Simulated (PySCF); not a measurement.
# Two runs on C₄H₇B

System: C₄H₇B.
Method of the first run: GIAO B3LYP/pcSseg-1 NMR shielding, non-relativistic, IEF-PCM chloroform (PySCF 2.14.0).

The geometry comes from this level: GFN2-xTB. Text and figures count atoms from 1; the logs count them from 0 in places.

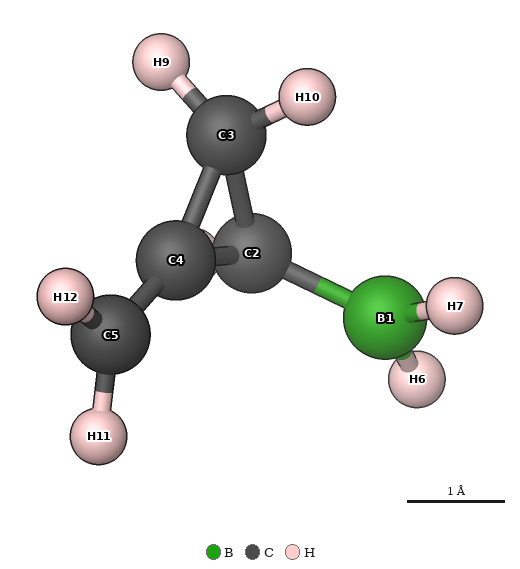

The structure (ball-and-stick view, seen at a tilt; atoms are numbered from 1 in the order of the input).

The input, the first run:
```
{"job": {"kind": "nmr", "xc": "B3LYP", "basis": "pcSseg-1", "solvent": "chloroform", "pop": false}, "charge": 0, "multiplicity": 1}
B     -1.163038     1.120601     0.915911
C     -0.841163    -0.138470     0.099269
C      0.215122    -1.148927     0.595642
C      0.518342    -0.255323    -0.499571
C      1.342182     0.190497    -1.409727
H     -2.187478     1.668528     0.781096
H     -0.369475     1.540567     1.666478
H     -1.621568    -0.579266    -0.515384
H      0.040088    -2.195994     0.389958
H      0.666285    -0.962638     1.559889
H      1.071412     0.985867    -2.084934
H      2.330488    -0.226128    -1.524655
```

The first line tells a small driver script what to run in PySCF; the rest is the geometry in Å.

Launched with:
```bash
OMP_NUM_THREADS=1 python <driver script> task.json out
```

Hardware: 1 CPU thread, shared host.

Output (the first run):
```
coarse grid: 9776 points
cycle   1  E = -181.3141712171  dE =  5.612e-01  |g| = 3.433e-01  |ddm| = 3.097e+00
cycle   2  E = -181.3159237499  dE = -1.753e-03  |g| = 3.463e-01  |ddm| = 6.204e-01
cycle   3  E = -181.3483370402  dE = -3.241e-02  |g| = 3.483e-02  |ddm| = 3.269e-01
cycle   4  E = -181.3486148639  dE = -2.778e-04  |g| = 1.285e-02  |ddm| = 4.401e-02
cycle   5  E = -181.3486522138  dE = -3.735e-05  |g| = 5.708e-03  |ddm| = 1.342e-02
cycle   6  E = -181.3486595225  dE = -7.309e-06  |g| = 1.709e-03  |ddm| = 5.031e-03
final grid: 93648 points
cycle   7  E = -181.3875976476  dE = -2.950e-05  |g| = 5.269e-03  |ddm| = 2.208e-02
cycle   8  E = -181.3875948531  dE =  2.794e-06  |g| = 6.313e-03  |ddm| = 8.555e-03
cycle   9  E = -181.3876047427  dE = -9.890e-06  |g| = 7.575e-04  |ddm| = 4.654e-03
cycle  10  E = -181.3876048776  dE = -1.349e-07  |g| = 2.399e-04  |ddm| = 7.287e-04
cycle  11  E = -181.3876048917  dE = -1.406e-08  |g| = 5.110e-05  |ddm| = 2.485e-04
cycle  12  E = -181.3876048923  dE = -6.869e-10  |g| = 9.058e-06  |ddm| = 5.062e-05
converged SCF energy = -181.3876048923

GIAO shielding tensors (ppm)
atom      isotropic    diamagn.    paramagn.     s11        s22        s33       span
  0 B       15.395     192.263    -176.868    -60.448    -16.020    122.653    183.101
  1 C      153.902     252.940     -99.039     96.588    164.186    200.931    104.343
  2 C      162.096     252.245     -90.148    138.823    160.431    187.036     48.213
  3 C       34.699     261.416    -226.717    -52.071    -12.488    168.656    220.727
  4 C       73.558     255.689    -182.131    -24.687     83.881    161.481    186.168
  5 H       24.493      30.193      -5.700     18.165     27.271     28.044      9.879
  6 H       25.288      30.685      -5.397     17.354     28.846     29.663     12.309
  7 H       29.507      31.423      -1.916     24.764     27.015     36.741     11.978
  8 H       29.752      30.009      -0.258     25.155     26.547     37.553     12.398
  9 H       29.920      30.900      -0.980     25.091     26.996     37.672     12.580
 10 H       26.171      31.069      -4.898     23.901     24.301     30.310      6.409
 11 H       25.997      29.631      -3.634     23.869     24.338     29.786      5.917
```

For the second run the input was changed thus:
```diff
-"xc": "B3LYP"
+"xc": "PBE0"
-"solvent": "chloroform"
-"pop": false
```

Predict how the results change.

The total energies belong to different models, so their difference says nothing on which is more stable or more accurate. The HOMO goes from −7.38 to −7.65 eV. The LUMO goes from −1.47 to −1.27 eV. The dipole moment goes from 1.13 to 0.95 D. Of all shieldings, the largest change is that of C4, by +7.6 ppm. The functional changes from B3LYP to PBE0. The number of SCF iterations is the same.

Output (the second run):
```
coarse grid: 9776 points
cycle   1  E = -181.0854544370  dE =  6.072e-01  |g| = 3.002e-01  |ddm| = 3.066e+00
cycle   2  E = -181.0914741123  dE = -6.020e-03  |g| = 2.791e-01  |ddm| = 5.550e-01
cycle   3  E = -181.1122900370  dE = -2.082e-02  |g| = 3.008e-02  |ddm| = 2.812e-01
cycle   4  E = -181.1124948126  dE = -2.048e-04  |g| = 1.212e-02  |ddm| = 4.170e-02
cycle   5  E = -181.1125317565  dE = -3.694e-05  |g| = 3.853e-03  |ddm| = 1.481e-02
cycle   6  E = -181.1125349275  dE = -3.171e-06  |g| = 1.455e-03  |ddm| = 4.967e-03
final grid: 93648 points
cycle   7  E = -181.1414132008  dE = -2.494e-05  |g| = 7.596e-03  |ddm| = 2.570e-02
cycle   8  E = -181.1414012782  dE =  1.192e-05  |g| = 1.027e-02  |ddm| = 1.610e-02
cycle   9  E = -181.1414283240  dE = -2.705e-05  |g| = 1.808e-03  |ddm| = 9.581e-03
cycle  10  E = -181.1414291325  dE = -8.086e-07  |g| = 1.766e-04  |ddm| = 1.377e-03
cycle  11  E = -181.1414291405  dE = -7.936e-09  |g| = 5.342e-05  |ddm| = 2.131e-04
cycle  12  E = -181.1414291413  dE = -8.152e-10  |g| = 8.028e-06  |ddm| = 6.207e-05
converged SCF energy = -181.1414291413

GIAO shielding tensors (ppm)
atom      isotropic    diamagn.    paramagn.     s11        s22        s33       span
  0 B       17.623     192.411    -174.788    -56.743    -17.206    126.818    183.561
  1 C      159.795     253.264     -93.469    103.767    169.765    205.854    102.087
  2 C      167.195     252.021     -84.825    144.402    165.141    192.044     47.642
  3 C       42.263     261.878    -219.615    -44.091     -2.287    173.166    217.257
  4 C       77.460     255.593    -178.133    -21.309     87.363    166.325    187.634
  5 H       24.127      29.785      -5.657     17.800     26.869     27.713      9.912
  6 H       24.919      30.104      -5.186     16.918     28.481     29.356     12.438
  7 H       29.456      31.435      -1.979     24.569     26.829     36.971     12.401
  8 H       29.783      30.159      -0.376     25.042     26.503     37.805     12.764
  9 H       29.900      30.805      -0.905     24.915     26.845     37.941     13.026
 10 H       26.044      30.904      -4.860     23.691     24.165     30.276      6.586
 11 H       25.864      29.590      -3.726     23.646     24.201     29.746      6.100
```

The two runs side by side:

```tsv
quantity	the first run	the second run
outcome	converged	converged
total energy (hartree)	−181.387605	−181.141429
HOMO (eV)	−7.38	−7.65
LUMO (eV)	−1.47	−1.27
dipole moment (D)	1.13	0.95
shielding of B1 (ppm)	15.4	17.6
shielding of C2 (ppm)	153.9	159.8
shielding of C3 (ppm)	162.1	167.2
shielding of C4 (ppm)	34.7	42.3
shielding of C5 (ppm)	73.6	77.5
shielding of H6 (ppm)	24.5	24.1
shielding of H7 (ppm)	25.3	24.9
SCF iterations	12	12
basis functions	120	120
wall time (shared host)	11 s	18 s
```
